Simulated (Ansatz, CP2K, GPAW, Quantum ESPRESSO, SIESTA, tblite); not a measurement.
## Running twisted graphene monolayer on bilayer, 77.90° (186 atoms) with Quantum ESPRESSO

How near does Quantum ESPRESSO come to plane waves for twisted graphene monolayer on bilayer, 77.90° (186 atoms)?

Main program and level: Quantum ESPRESSO 7.5; the method is named at each step.

### Step 1. The structure

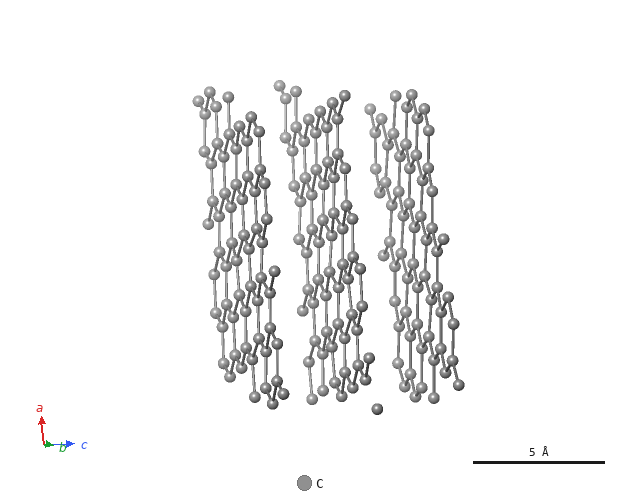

Start, viewed from the side, with the c axis across the page; carbon grey. Bonds to atoms that aren't drawn are left out. Some periodic images of atoms are drawn too.

The cell holds 186 atoms: 186 C. Cell: a = 13.697 Å, b = 13.697 Å, c = 20.690 Å, α = 90.0°, β = 90.0°, γ = 120.0°. It derives from C (graphene). Graphene (a = 2.46 Å) under graphene (a = 2.46 Å), monolayer on bilayer, commensurate cell of 31 unit cells a layer, twist 77.90 deg; facing planes 3.32, 3.37 Å apart as built; 14 Å of vacuum; minimised with a classical potential. Then every atom was moved at random, 0.03 Å r.m.s. a Cartesian component. Regions: layer 1, 62 atoms (62 C); layer 2, 62 atoms (62 C); layer 3, 62 atoms (62 C). Vacuum lies along c.

The yardstick, on the same geometry:

| Item | Value |
| --- | --- |
| method | Kohn-Sham DFT, PBE, PAW, plane waves (Ansatz 0.2.0); cutoff 420 eV, Γ point, fermi-dirac smearing of 0.05 eV; PAW set soft_2 |
| r.m.s. force component | 1.862 eV/Å |
| longest force | 11.36 eV/Å |
| SCF cycles | 10 |
| time | 1.9 min on 4 threads of Arm Neoverse V1, shared host |
| CPU time | 7.3 min |

### Step 2. PBE, sssp-1.3.0-efficiency, 45/360 Ry

Method: Kohn-Sham DFT, PBE, SSSP efficiency 1.3.0 pseudopotentials, plane waves.

Contents of pw.in:

```
&control
  calculation = 'scf'
  pseudo_dir = './pseudo'
  outdir = './tmp'
  disk_io = 'none'
  tprnfor = .true.
/
&system
  ibrav = 0
  nat = 186
  ntyp = 1
  ecutwfc = 45
  ecutrho = 360
  nosym = .true.
  occupations = 'smearing'
  smearing = 'fd'
  degauss = 0.003675
/
&electrons
  conv_thr = 9.3e-07
  electron_maxstep = 100
  mixing_beta = 0.2
  mixing_mode = 'local-TF'
  diagonalization = 'david'
/
ATOMIC_SPECIES
C 12.011 C.upf
CELL_PARAMETERS angstrom
13.69670 0.00000 0.00000
-6.84835 11.86169 0.00000
0.00000 0.00000 20.69000
ATOMIC_POSITIONS crystal
C 0.07488 0.11548 0.33685
C 0.11515 0.04254 0.33622
C 0.10925 0.31455 0.33624
C 0.14746 0.23555 0.33634
C 0.14220 0.50389 0.33532
C 0.17673 0.42610 0.33521
C 0.17336 0.69873 0.33914
C 0.21266 0.62453 0.33723
C 0.20412 0.89053 0.33869
C 0.25264 0.82109 0.33676
C 0.23285 0.08845 0.33571
C 0.27480 0.00787 0.33569
C 0.27001 0.28047 0.33466
C 0.30830 0.20330 0.33410
C 0.29500 0.47081 0.33612
C 0.34444 0.40043 0.33607
C 0.33509 0.66655 0.33721
C 0.37902 0.59239 0.33621
C 0.36550 0.85650 0.33892
C 0.41164 0.78517 0.33376
C 0.39932 0.05528 0.33426
C 0.43850 0.97724 0.33719
C 0.43205 0.24877 0.33505
C 0.47425 0.16798 0.33510
C 0.45588 0.43635 0.33322
C 0.50938 0.36710 0.33636
C 0.49886 0.63539 0.33457
C 0.54054 0.55914 0.33728
C 0.52566 0.82748 0.33787
C 0.56755 0.75343 0.33910
C 0.55916 0.02009 0.33748
C 0.60395 0.94498 0.33679
C 0.58951 0.21129 0.33604
C 0.63552 0.13973 0.33601
C 0.62554 0.41438 0.33559
C 0.66662 0.33066 0.33729
C 0.65626 0.59818 0.33648
C 0.70105 0.52505 0.33645
C 0.68793 0.79737 0.33770
C 0.73345 0.71967 0.33661
C 0.71983 0.98853 0.33437
C 0.76047 0.91331 0.33799
C 0.75728 0.18335 0.33511
C 0.79324 0.10422 0.33421
C 0.78514 0.37841 0.33623
C 0.82519 0.30288 0.33634
C 0.81617 0.56970 0.33824
C 0.86066 0.49668 0.33710
C 0.84834 0.76204 0.33693
C 0.89193 0.68598 0.33468
C 0.88350 0.95717 0.33786
C 0.92783 0.88415 0.33471
C 0.91440 0.15082 0.33710
C 0.95280 0.07341 0.33642
C 0.94374 0.34147 0.33605
C 0.98789 0.27016 0.33575
[... 126 atom lines left out ...]
C 0.04564 0.39398 0.66299
C 0.01363 0.27939 0.66328
C 0.08490 0.23963 0.66319
C 0.04112 0.11984 0.66441
K_POINTS gamma
```

On the command line:

```bash
$ OMP_NUM_THREADS=1 mpirun -np 4 pw.x -in pw.in > output.txt
```

Output:

```text
Program PWSCF
     gamma-point specific algorithms are used
     one sub-group per band group will be used
     scalapack distributed-memory algorithm (size of sub-group:  2*  2 procs)
     Parallelization info
     sticks:   dense  smooth     PW     G-vecs:    dense   smooth      PW
     Min        4157    2081    517               654126   231186   28895
     Max        4160    2084    520               654136   231196   28904
     Sum       16633    8329   2077              2616525   924755  115607
     bravais-lattice index     =            0
     lattice parameter (alat)  =      25.8830  a.u.
     unit-cell volume          =   22683.9982 (a.u.)^3
     number of atoms/cell      =          186
     number of atomic types    =            1
     number of electrons       =       744.00
     number of Kohn-Sham states=          446
     kinetic-energy cutoff     =      45.0000  Ry
     charge density cutoff     =     360.0000  Ry
     scf convergence threshold =      9.3E-07
     mixing beta               =       0.2000
     number of iterations used =            8  local-TF  mixing
     Exchange-correlation= SLA  PW   PBX  PBC
                           (   1   4   3   4   0   0   0)
     crystal axes: (cart. coord. in units of alat)
               a(1) = (   1.000000   0.000000   0.000000 )
               a(2) = (  -0.500000   0.866025   0.000000 )
               a(3) = (   0.000000   0.000000   1.510583 )
     reciprocal axes: (cart. coord. in units 2 pi/alat)
               b(1) = (  1.000000  0.577350 -0.000000 )
               b(2) = (  0.000000  1.154701  0.000000 )
               b(3) = (  0.000000 -0.000000  0.661996 )
     PseudoPot. # 1 for C :
     Pseudo is Projector augmented-wave + core cor, Zval =  4.0
     atomic species   valence    mass     pseudopotential
     C                 4.00    12.01100     C ( 1.00)
     No symmetry found
   Cartesian axes
     number of k points=     1  Fermi-Dirac smearing, width (Ry)=  0.0037
                       cart. coord. in units 2pi/alat
        k(    1) = (   0.0000000   0.0000000   0.0000000), wk =   2.0000000
     Dense  grid:  1308263 G-vectors     FFT dimensions: ( 160, 160, 240)
     Smooth grid:   462378 G-vectors     FFT dimensions: ( 120, 120, 180)
     Check: negative core charge=   -0.000007
     Initial potential from superposition of free atoms
     starting charge     743.9923, renormalised to     744.0000
     negative rho (up, down):  3.609E-03 0.000E+00
     Starting wfcs are  744 randomized atomic wfcs
     Self-consistent Calculation
     iteration #  1     ecut=    45.00 Ry     beta= 0.20
     negative rho (up, down):  4.460E-05 0.000E+00
     total energy              =   -3435.77888601 Ry
     estimated scf accuracy    <      17.66467431 Ry
     iteration #  2     ecut=    45.00 Ry     beta= 0.20
     negative rho (up, down):  3.342E-07 0.000E+00
     total energy              =   -3427.30158398 Ry
     estimated scf accuracy    <      13.91508326 Ry
     iteration #  3     ecut=    45.00 Ry     beta= 0.20
     total energy              =   -3429.74961612 Ry
     estimated scf accuracy    <       1.40070345 Ry
     iteration #  4     ecut=    45.00 Ry     beta= 0.20
     total energy              =   -3429.77212862 Ry
     estimated scf accuracy    <       0.73291921 Ry
     iteration #  5     ecut=    45.00 Ry     beta= 0.20
     total energy              =   -3429.80073676 Ry
     estimated scf accuracy    <       0.25257450 Ry
     iteration #  6     ecut=    45.00 Ry     beta= 0.20
     total energy              =   -3429.69915057 Ry
     estimated scf accuracy    <       0.21090650 Ry
[...]
negative rho (up, down):  5.076E-04 0.000E+00
[...]
negative rho (up, down):  1.794E-01 0.000E+00
[...]
negative rho (up, down):  1.929E-01 0.000E+00
[...]
total energy              =   -3429.69173257 Ry
[...]
iteration # 25     ecut=    45.00 Ry     beta= 0.20
[...]
total energy              =   -3429.69173818 Ry
     estimated scf accuracy    <       0.00000322 Ry
     iteration # 26     ecut=    45.00 Ry     beta= 0.20
     negative rho (up, down):  7.398E-03 0.000E+00
     total energy              =   -3429.69173992 Ry
     estimated scf accuracy    <       0.00000117 Ry
     iteration # 27     ecut=    45.00 Ry     beta= 0.20
     negative rho (up, down):  7.735E-03 0.000E+00
     End of self-consistent calculation
          k = 0.0000 0.0000 0.0000 ( 57804 PWs)   bands (ev):
   -18.4500 -18.3463 -18.2521 -17.7712 -17.7422 -17.7212 -17.7028 -17.6720
   -17.6681 -17.6624 -17.6214 -17.6116 -17.5771 -17.5649 -17.5447 -17.5184
   -17.5006 -17.4765 -17.4373 -17.4241 -17.3971 -16.3100 -16.2834 -16.2540
   -16.2077 -16.2062 -16.1847 -16.1600 -16.1278 -16.1146 -16.0937 -16.0523
   -16.0144 -15.9951 -15.9768 -15.9658 -15.9170 -15.9124 -15.8437 -15.5540
   -15.5043 -15.4808 -15.4361 -15.4218 -15.4042 -15.3756 -15.3623 -15.3405
[...]
5.4127   5.4865   5.5062   5.5150   5.5528   5.5681   5.5869   5.5891
     5.5959   5.6019   5.6492   5.6609   5.6798   5.7245   5.7323   5.7767
     5.7952   5.8200   5.8634   5.8798   5.8933   5.9046   5.9057   5.9203
     5.9239   6.5244   6.5538   6.5661   6.5790   6.5881
     the Fermi energy is     1.1888 ev
!    total energy              =   -3429.69173954 Ry
     total all-electron energy =    -14173.813935 Ry
     estimated scf accuracy    <       0.00000093 Ry
     smearing contrib. (-TS)   =      -0.00000000 Ry
     internal energy E=F+TS    =   -3429.69173954 Ry
     The total energy is F=E-TS. E is the sum of the following terms:
     one-electron contribution =  -22654.22428502 Ry
     hartree contribution      =   11559.66703110 Ry
     xc contribution           =    -864.05399949 Ry
     ewald contribution        =    9676.05603604 Ry
     one-center paw contrib.   =   -1147.13652217 Ry
     convergence has been achieved in  27 iterations
     negative rho (up, down):  7.735E-03 0.000E+00
     Forces acting on atoms (cartesian axes, Ry/au):
     atom    1 type  1   force =    -0.14272569    0.06886728   -0.00811139
     atom    2 type  1   force =     0.07689171    0.00041390    0.00033861
     atom    3 type  1   force =    -0.08997268   -0.18212990   -0.00577502
     atom    4 type  1   force =     0.08438427    0.01918749   -0.00633428
     atom    5 type  1   force =    -0.17853454    0.06232138    0.01528678
     atom    6 type  1   force =     0.12885735    0.12667554    0.00151971
[...]
atom  184 type  1   force =    -0.15805416    0.01295336    0.00043697
     atom  185 type  1   force =     0.20811089   -0.04017841   -0.00254359
     atom  186 type  1   force =     0.02008652   -0.01301788   -0.01882968
     Total force =     1.714117     Total SCF correction =     0.000799
     Message from routine punch:
     Nothing written, as per user request (disk_io='none')
```

The job ended after 18 min (4 MPI ranks of Arm Neoverse V1, shared host; peak memory 14 GiB).

Banners, paths, timers and routine set-up lines are dropped from the logs unmarked, and long logs keep their key lines alone; longer cuts are marked.

Compared with the plane-wave run:

| Item | Value |
| --- | --- |
| r.m.s. force component | 1.866 eV/Å |
| r.m.s. difference of force components | 4.402 meV/Å |
| longest difference of force vectors | 36.69 meV/Å |
| force difference over r.m.s. force | 0.2363 % |
| slope of forces against the reference's | 1.002 |
| correlation of force components | 1 |

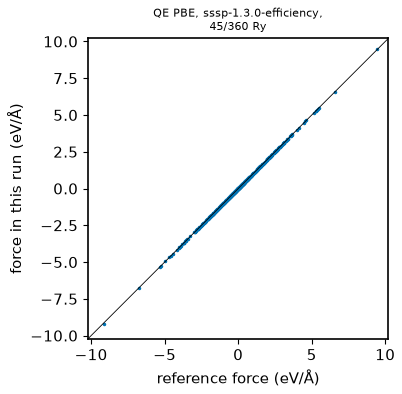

Force components against those of the reference; the line marks equality.

The surroundings of C129, which bears the longest force, nearest first, numbered as they follow in the input and with coordinates relative to it.

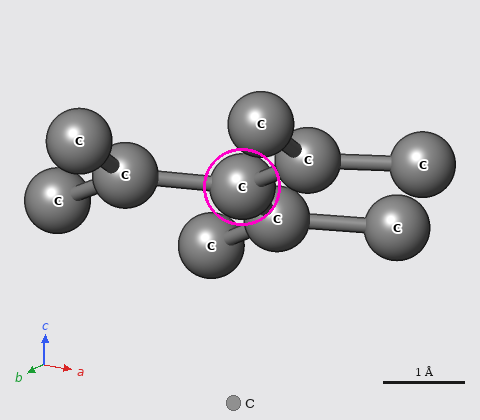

The atoms of the table, within 2.6 Å (arrows a, b, c point along x, y, z); some may hide others; the central atom is ringed.

```
atom      x      y      z  distance (Å)  bonds     Fx     Fy  Fz (eV/Å)
C129   0.00   0.00   0.00          0.00      3  -9.18  -6.76      -0.13
C168   0.94   0.83  -0.02          1.26      3   9.46   4.64       0.11
C130   0.14  -1.45  -0.03          1.46      3   1.05   1.13       0.69
C158  -1.41   0.46   0.01          1.49      3   0.60   0.11       0.15
C167   0.78   2.24  -0.02          2.37      3  -0.54   0.93       0.17
C135   2.37   0.31  -0.01          2.39      3  -1.30   1.19      -0.09
C133   1.49  -1.96   0.03          2.46      3  -1.81   0.35      -0.36
C157  -1.61   1.86   0.02          2.46      3  -3.53  -0.55      -0.43
C127  -1.00  -2.31   0.00          2.52      3   3.54  -1.87      -0.14
C125  -2.55  -0.41   0.00          2.58      3   1.68  -1.40       0.25
```

Forces lie 0.24 % from the reference's, at 9.9 times its CPU time.

### Step 3. Summary of results

```yaml
force_difference_from_the_reference: QE PBE, sssp-1.3.0-efficiency, 45/360 Ry, 0.24 %
its_cpu_time: 72 min
```

PBE on plane waves or a grid with other potentials, cutoffs or grids differs from the reference by 0.24 % (QE PBE, sssp-1.3.0-efficiency, 45/360 Ry) of the r.m.s. force; this holds the reference's own error, so differences of a few per cent don't tell which side is nearer the exact PBE result (QE's 45 Ry are 612 eV, against the reference's 420 eV). The reference's PBE has no dispersion term, which matters for the binding between molecules or layers. One k-point is far too coarse for the carbon or group-IV sheet, and it can put spurious forces of up to about 1 eV/Å on the sheet's atoms. The electronic-structure runs sample only Γ, in a cell whose shortest periodic width is 12 Å.

[Also dropped from logs without a mark: logging warnings of Python, and SIESTA's first energy breakdown and zero terms.]

[Logs are printed without paths, hosts, clocks, repeated set-up lines and the standing remarks that a program may print on its own settings, such as how far it seeks lower states.]

[Hosts, paths, dates, database ids (printed as entryN), source tags and the programs' standing remarks are cut or masked in the printed files.]
